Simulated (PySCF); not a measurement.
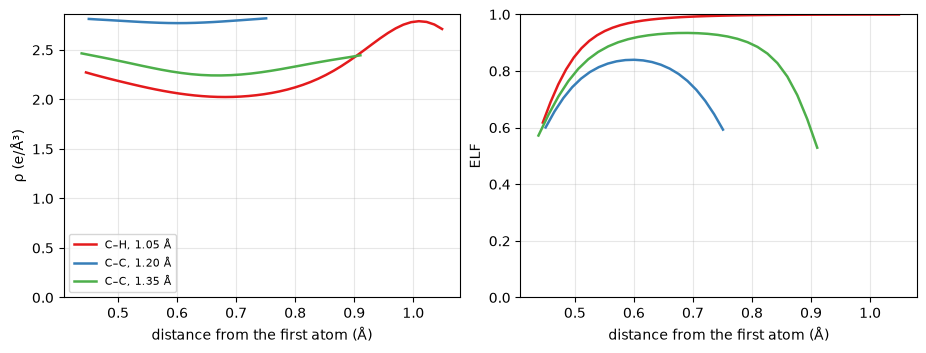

Figure. C₉H₇ (SMILES C#C/C=C(\C#C)C([CH2])=C) (doublet). Electron density and ELF along straight lines between neighbouring atoms. The curves leave out the atomic cores.

Geometry: GFN2-xTB.

Level of theory: UKS B3LYP, pcH-1 on C H, non-relativistic, mean-field spin-orbit, GIAO (PySCF).

Input file:

```
{"job": {"kind": "epr", "basis": "pcH-1"}, "charge": 0, "multiplicity": 2}
C      2.023238     2.380192     1.824446
C      1.652486     1.565716     1.021354
C      1.251664     0.613181     0.072363
C      0.025981     0.050588     0.053579
C     -0.951506     0.416000     1.007096
C     -1.793235     0.706639     1.813383
C     -0.370771    -0.952877    -0.960053
C      0.558024    -1.869686    -1.406761
C     -1.670799    -0.937937    -1.422684
H      2.337928     3.090080     2.529336
H      1.985672     0.352172    -0.678760
H     -2.521285     0.969163     2.521233
H      1.556951    -1.908896    -1.012728
H      0.290517    -2.601375    -2.147816
H     -1.997719    -1.641682    -2.166835
H     -2.384744    -0.222333    -1.058564
```

Launched as:

```sh
OMP_NUM_THREADS=1 python probes_run.py task.json out
```

### Compare the contacts.

C–H (1.05 Å): ρ at the midpoint is about 2.2 e/Å³; the ELF climbs to about 1 towards the hydrogen, as it does in any bond to H (a covalent bond by its length).
C–C (1.20 Å): ρ at the midpoint is about 2.8 e/Å³; the ELF peaks at about 0.85 between the atoms: a short, multiple covalent bond.
C–C (1.35 Å): ρ is about 2.2 e/Å³ halfway; the ELF peaks at about 0.95 between the atoms, as expected for localised, covalent bonding.
